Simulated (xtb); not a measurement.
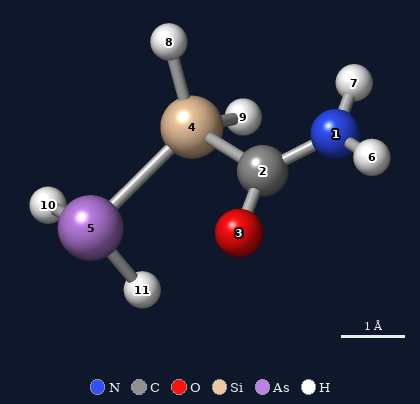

**Figure 1.** The input geometry (ball-and-stick view, seen at a tilt; atoms are numbered from 1 in the order of the input). Bond lengths as drawn: As–H 1.49 to 1.51 Å, As–Si 2.31 Å, C–N 1.34 Å, C–O 1.22 Å, C–Si 1.92 Å, H–N 1.00 to 1.01 Å and H–Si 1.48 Å.

## Calculation of the molecule and its ions of CH$_{6}$AsNOSi

CH$_{6}$AsNOSi, SMILES NC(=O)[SiH2][AsH2], computed with GFN2-xTB (xtb 6.7.1).

The geometry was optimised with GFN2-xTB.

### Output
```
* xtb version 6.7.1
   ID    Z sym.   atoms
    1    7 N      1
    2    6 C      2
    3    8 O      3
    4   14 Si     4
    5   33 As     5
    6    1 H      6-11

           -------------------------------------------------
          |                Calculation Setup                |
           -------------------------------------------------

          program call               : xtb --acc 10 --gfn2 --vipea -- struc.xyz
          coordinate file            : struc.xyz
          omp threads                :                     1

           -------------------------------------------------
          |                 G F N 2 - x T B                 |
           -------------------------------------------------

      * Hamiltonian:
        H0-scaling (s, p, d)           1.850000    2.230000    2.230000
        zeta-weighting                 0.500000
      * Dispersion:
        s8                             2.700000
        a1                             0.520000
        a2                             5.000000
        s9                             5.000000
      * Repulsion:
        kExp                           1.500000    1.000000
        rExp                           1.000000
      * Coulomb:
        alpha                          2.000000
        third order                    shell-resolved
        anisotropic                    true
        a3                             3.000000
        a5                             4.000000
        cn-shift                       1.200000
        cn-exp                         4.000000
        max-rad                        5.000000

          ...................................................
          :                      SETUP                      :
          :.................................................:
          :  # basis functions                  38          :
          :  # atomic orbitals                  36          :
          :  # shells                           18          :
          :  # electrons                        30          :
          :  max. iterations                   250          :
          :  Hamiltonian                  GFN2-xTB          :
          :  restarted?                      false          :
          :  GBSA solvation                  false          :
          :  PC potential                    false          :
          :  electronic temp.          300.0000000     K    :
          :  accuracy                   10.0000000          :
          :  -> integral cutoff          0.2000000E+02      :
          :  -> integral neglect         0.1000000E-06      :
          :  -> SCF convergence          0.1000000E-04 Eh   :
          :  -> wf. convergence          0.1000000E-02 e    :
          :  Broyden damping             0.4000000          :
          :  net charge                          0          :
          :  unpaired electrons                  0          :
          ...................................................

 iter      E             dE          RMSdq      gap      omega  full diag
   1    -16.2451406 -0.162451E+02  0.904E+00    3.94       0.0  T
   2    -16.3738286 -0.128688E+00  0.634E+00    3.20       1.0  T
   3    -16.4144322 -0.406036E-01  0.315E+00    3.46       1.0  T
   4    -16.4124475  0.198475E-02  0.181E+00    3.43       1.0  T
   5    -16.4159587 -0.351129E-02  0.534E-01    3.45       1.0  T
   6    -16.4160405 -0.817311E-04  0.262E-01    3.46       1.0  T
   7    -16.4160896 -0.490750E-04  0.993E-02    3.46       1.0  T
   8    -16.4161022 -0.126792E-04  0.420E-02    3.46       1.0  T
   9    -16.4161031 -0.881681E-06  0.220E-02    3.46       1.4  T
  10    -16.4161037 -0.638010E-06  0.797E-03    3.46       3.8  T
  11    -16.4161039 -0.102854E-06  0.255E-03    3.46      11.8  T

   *** convergence criteria satisfied after 11 iterations ***

         #    Occupation            Energy/Eh            Energy/eV
      -------------------------------------------------------------
         1        2.0000           -0.7368004             -20.0494
       ...           ...                  ...                  ...
         9        2.0000           -0.4698256             -12.7846
        10        2.0000           -0.4416211             -12.0171
        11        2.0000           -0.4317148             -11.7476
        12        2.0000           -0.4233515             -11.5200
        13        2.0000           -0.4136005             -11.2546
        14        2.0000           -0.3826258             -10.4118
        15        2.0000           -0.3644446              -9.9170 (HOMO)
        16                         -0.2372930              -6.4571 (LUMO)
        17                         -0.2018118              -5.4916
        18                         -0.1795320              -4.8853
        19                         -0.1642480              -4.4694
        20                         -0.1385010              -3.7688
       ...                                ...                  ...
        36                          1.2170704              33.1182
      -------------------------------------------------------------
                  HL-Gap            0.1271516 Eh            3.4600 eV
             Fermi-level           -0.3008688 Eh           -8.1871 eV

 SCC (total)                   0 d,  0 h,  0 min,  0.008 sec
 SCC setup                      ...        0 min,  0.000 sec (  1.048%)
 Dispersion                     ...        0 min,  0.000 sec (  0.488%)
 classical contributions        ...        0 min,  0.000 sec (  0.184%)
 integral evaluation            ...        0 min,  0.001 sec ( 17.053%)
 iterations                     ...        0 min,  0.004 sec ( 51.135%)
 molecular gradient             ...        0 min,  0.002 sec ( 28.047%)
 printout                       ...        0 min,  0.000 sec (  1.938%)

         :::::::::::::::::::::::::::::::::::::::::::::::::::::
         ::                     SUMMARY                     ::
         :::::::::::::::::::::::::::::::::::::::::::::::::::::
         :: total energy             -16.276625300976 Eh    ::
         :: gradient norm              0.000036970760 Eh/a0 ::
         :: HOMO-LUMO gap              3.459969859079 eV    ::
         ::.................................................::
         :: SCC energy               -16.416097199603 Eh    ::
         :: -> isotropic ES            0.048269511953 Eh    ::
         :: -> anisotropic ES          0.001494337203 Eh    ::
         :: -> anisotropic XC          0.001492157781 Eh    ::
         :: -> dispersion             -0.007777713093 Eh    ::
         :: repulsion energy           0.139471898627 Eh    ::
         :: add. restraining           0.000000000000 Eh    ::
         :: total charge               0.000000000000 e     ::
         :::::::::::::::::::::::::::::::::::::::::::::::::::::

           -------------------------------------------------
          |        vertical delta SCC IP calculation        |
           -------------------------------------------------

 iter      E             dE          RMSdq      gap      omega  full diag
   1    -15.9174269 -0.159174E+02  0.291E+00    3.46       0.0  T
   2    -15.9150819  0.234506E-02  0.452E+00    3.13       1.0  T
   3    -15.9170062 -0.192429E-02  0.445E+00    3.15       1.0  T
   4    -15.9278943 -0.108882E-01  0.293E+00    3.23       1.0  T
   5    -15.9327691 -0.487476E-02  0.275E+00    3.51       1.0  T
   6    -15.9423213 -0.955225E-02  0.151E+00    3.47       1.0  T
   7    -15.9463755 -0.405417E-02  0.392E-01    3.38       1.0  T
   8    -15.9466154 -0.239900E-03  0.195E-01    3.39       1.0  T
   9    -15.9464194  0.195975E-03  0.368E-01    3.38       1.0  T
  10    -15.9466494 -0.229950E-03  0.985E-02    3.39       1.0  T
  11    -15.9466343  0.150802E-04  0.122E-01    3.39       1.0  T
  12    -15.9466355 -0.123570E-05  0.980E-02    3.39       1.0  T
  13    -15.9466517 -0.162359E-04  0.223E-02    3.39       1.4  T
  14    -15.9466526 -0.886808E-06  0.412E-03    3.39       7.3  T
  15    -15.9466526  0.419417E-08  0.378E-03    3.39       8.0  T
     SCC iter.                  ...        0 min,  0.005 sec
     gradient                   ...        0 min,  0.002 sec
------------------------------------------------------------------------
empirical IP shift (eV):    4.8455
delta SCC IP (eV):    7.9289
------------------------------------------------------------------------
           -------------------------------------------------
          |        vertical delta SCC EA calculation        |
           -------------------------------------------------

 iter      E             dE          RMSdq      gap      omega  full diag
   1    -16.4270612 -0.164271E+02  0.454E+00    1.20       0.0  T
   2    -16.5155619 -0.885007E-01  0.542E+00    0.44       1.0  T
   3    -16.5340889 -0.185269E-01  0.430E+00    0.54       1.0  T
   4    -16.4906442  0.434447E-01  0.341E+00    0.31       1.0  T
   5    -16.5395823 -0.489381E-01  0.136E+00    0.48       1.0  T
   6    -16.5392157  0.366605E-03  0.107E+00    0.47       1.0  T
   7    -16.5370378  0.217785E-02  0.723E-01    0.57       1.0  T
   8    -16.5405808 -0.354303E-02  0.187E-01    0.49       1.0  T
   9    -16.5406023 -0.215019E-04  0.812E-02    0.48       1.0  T
  10    -16.5406014  0.933191E-06  0.395E-02    0.48       1.0  T
  11    -16.5406034 -0.198044E-05  0.771E-03    0.48       3.9  T
  12    -16.5406034 -0.558084E-07  0.329E-03    0.48       9.2  T
     SCC iter.                  ...        0 min,  0.004 sec
     gradient                   ...        0 min,  0.002 sec
------------------------------------------------------------------------
empirical EA shift (eV):    4.8455
delta SCC EA (eV):   -1.4577
------------------------------------------------------------------------
           -------------------------------------------------
          |                Property Printout                |
           -------------------------------------------------

    * Orbital Energies and Occupations

         #    Occupation            Energy/Eh            Energy/eV
      -------------------------------------------------------------
         1        2.0000           -0.5028608             -13.6835
       ...           ...                  ...                  ...
         4        2.0000           -0.3892888             -10.5931
         5        2.0000           -0.3793296             -10.3221
         6        2.0000           -0.3685840             -10.0297
         7        2.0000           -0.3067299              -8.3465
         8        2.0000           -0.2966799              -8.0731
         9        2.0000           -0.2610632              -7.1039
        10        2.0000           -0.2506256              -6.8199
        11        2.0000           -0.2449790              -6.6662
        12        2.0000           -0.2283747              -6.2144
        13        2.0000           -0.2089569              -5.6860
        14        2.0000           -0.1824920              -4.9659
        15        2.0000           -0.1458147              -3.9678
        16        0.9999           -0.0153960              -0.4189 (HOMO)
        17        0.0001            0.0022746               0.0619 (LUMO)
        18                          0.0167036               0.4545
        19                          0.0475213               1.2931
        20                          0.0667794               1.8172
        21                          0.1020772               2.7777
        22                          0.1572578               4.2792
        23                          0.1693390               4.6079
        24                          0.2062603               5.6126
        25                          0.2111121               5.7447
        26                          0.2745710               7.4715
        27                          0.3347898               9.1101
       ...                                ...                  ...
        36                          1.3981657              38.0460
      -------------------------------------------------------------
                  HL-Gap            0.0176705 Eh            0.4808 eV
             Fermi-level           -0.0435830 Eh           -1.1860 eV

     #   Z          covCN         q      C6AA      α(0)
     1   7 N        2.641    -0.317    28.169     7.882
     2   6 C        2.641     0.094    25.902     8.326
     3   8 O        0.869    -0.562    25.206     6.732
     4  14 Si       3.643     0.286   103.033    19.465
     5  33 As       2.878    -0.100   217.182    27.008
     6   1 H        0.860     0.124     1.592     1.976
     7   1 H        0.861     0.104     1.760     2.078
     8   1 H        0.915    -0.194    10.407     5.046
     9   1 H        0.915    -0.185     9.731     4.879
    10   1 H        0.971    -0.146     7.481     4.274
    11   1 H        0.972    -0.104     5.672     3.722

 Mol. C6AA /au·bohr⁶  :       2911.936480
 Mol. C8AA /au·bohr⁸  :     113323.996050
 Mol. α(0) /au        :         91.388556

Wiberg/Mayer (AO) data.
largest (>0.10) Wiberg bond orders for each atom

 ---------------------------------------------------------------------------
     #   Z sym  total        # sym  WBO       # sym  WBO       # sym  WBO
 ---------------------------------------------------------------------------
     1   7 N    3.212 --     2 C    1.125     7 H    0.976     6 H    0.954
                             3 O    0.106
     2   6 C    3.833 --     3 O    1.486     1 N    1.125     4 Si   1.076
     3   8 O    1.926 --     2 C    1.486     5 As   0.189     4 Si   0.111
                             1 N    0.106
     4  14 Si   3.852 --     2 C    1.076     5 As   0.963     9 H    0.834
                             8 H    0.824     3 O    0.111
     5  33 As   3.315 --    10 H    0.976    11 H    0.969     4 Si   0.963
                             3 O    0.189
     6   1 H    0.985 --     1 N    0.954
     7   1 H    0.989 --     1 N    0.976
     8   1 H    0.962 --     4 Si   0.824
     9   1 H    0.965 --     4 Si   0.834
    10   1 H    0.979 --     5 As   0.976
    11   1 H    0.989 --     5 As   0.969
 ---------------------------------------------------------------------------

Topologies differ in total number of bonds
Writing topology from bond orders to xtbtopo.mol

molecular dipole:
                 x           y           z       tot (Debye)
 q only:       -0.746       0.037       1.558
   full:       -1.075       0.343       1.970       5.771
molecular quadrupole (traceless):
                xx          xy          yy          xz          yz          zz
 q only:       -4.345      -1.167       6.490      -1.178       0.836      -2.145
  q+dip:       -3.355      -0.909       6.991       2.726      -0.918      -3.636
   full:       -3.622      -0.261       6.102       3.339      -1.405      -2.480

           -------------------------------------------------
          | TOTAL ENERGY              -16.401124897910 Eh   |
          | GRADIENT NORM               0.147731155323 Eh/α |
          | HOMO-LUMO GAP               0.480839979280 eV   |
           -------------------------------------------------

------------------------------------------------------------------------
------------------------------------------------------------------------
 total:
 *  cpu-time:     0 d,  0 h,  0 min,  0.037 sec
 * ratio c/w:     0.983 speedup
 SCF:
 *  cpu-time:     0 d,  0 h,  0 min,  0.025 sec
 * ratio c/w:     0.985 speedup
```

### Standard error
```
normal termination of xtb
```

This output came from the following input.

### Input (struc.xyz)
```
11
CH6AsNOSi
N      1.01131600     0.20736600     1.90899800
C      0.85532300     0.02620800     0.58595600
O      1.80386400     0.07076400    -0.18438100
Si    -0.88214900    -0.31248000    -0.16634900
As    -0.16319500    -0.42767100    -2.35698900
H      1.93080000     0.37605600     2.29204600
H      0.22963700     0.15971600     2.53591400
H     -1.38746800    -1.55895600     0.43917700
H     -1.78806100     0.74206600     0.32946400
H     -1.55547200    -0.34311400    -2.93515800
H     -0.05460600     1.06004600    -2.44867000
```

Command:
```bash
xtb --acc 10 --gfn2 --vipea -- struc.xyz > struc.out 2> xtb.err
```

### Summary

```csv
quantity,value
outcome,converged
electrons treated,30
total energy,−16.276625 hartree
dispersion energy,−0.007778 hartree
basis functions,38
hardware,"1 thread of Intel Xeon @ 2.70GHz, 189 GiB of memory available, shared host"
peak memory,0.072 GiB
```

### Remarks

Settings chosen away from the usual ones: method = gfn2-xtb; task = vipea; x = {"accuracy": 10}; geo = {"prev": "A"}. These settings are looser than, or depart from, a standard set-up, so the numbers are not reference values for this system.
